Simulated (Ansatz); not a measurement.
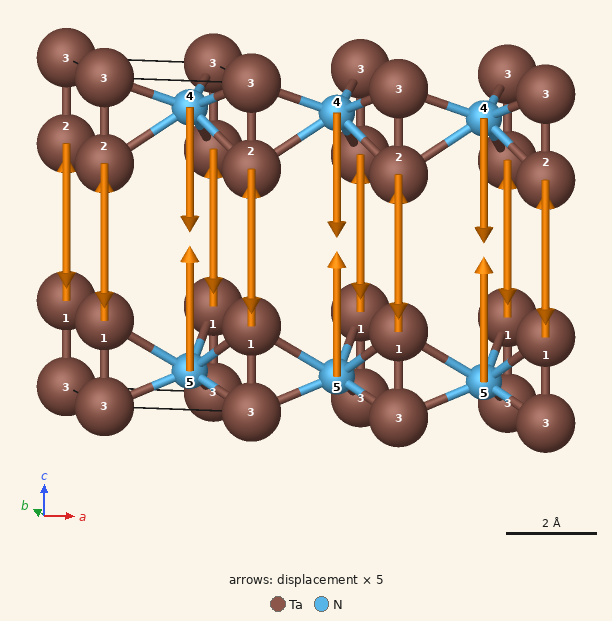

A relaxation of solid Ta₃N₂ (a generated structure, set up in P-6m2) (coarse preliminary run). The starting structure is drawn; orange arrows show the displacements (the part carried along by the change of the cell is left out), magnified 5 times.

The picture is a ball-and-stick view of the cell of the calculation, repeated 3 × 1 × 1 with one cell outlined, seen slightly off an axis.

Method: Ansatz, DFT PBE, scalar-relativistic, plane waves, PAW. Set-up: plane-wave cutoff 420 eV; k-point mesh 6 × 6 × 4; occupations gaussian; smearing width 0.1 eV; no spin polarisation; cell and atoms relaxed; force threshold 0.04 eV/Å; at most 70 steps.

Q: Describe the change and its energy.

A: The largest moves relative to the cell, 0.65 Å, are those of Ta1 and Ta2. Ta1 goes along +c. Largest moves by element: Ta 0.65 Å, N 0.56 Å. The volume changes by −13.0 %, with a = b 3.403 → 2.940 Å (−13.6 %), c 7.399 → 8.615 Å (+16.4 %). Some distances before and after: N4–N5 1.472 → 2.842 Å, Ta1–Ta3 1.934 → 2.905 Å, Ta1–Ta2 3.531 → 2.804 Å, Ta1–Ta1 3.403 → 2.940 Å. New bonds form: Ta1–Ta2 (3.53 → 2.80 Å). Bond angles that change, for instance: Ta3–N4–Ta3 108.4° → 83.2°, N5–Ta1–N5 95.4° → 81.4°, Ta2–N4–Ta2 95.4° → 81.4°. The space group stays P-6m2 (No. 187). After 9 accepted moves (11 points after the start) the energy has fallen by 4093 meV per atom. Largest force component: 23 eV/Å at the start, 0.012 eV/Å at the end. The pressure goes from 78.08 to −0.09 GPa. At 2 points the geometry stayed and the basis and grid were re-selected for the new cell (energy shift of 6.6 meV per atom at most each time). The run took 100 s on 1 thread of Arm Neoverse N1 (shared host), peak memory 0.32 GiB.
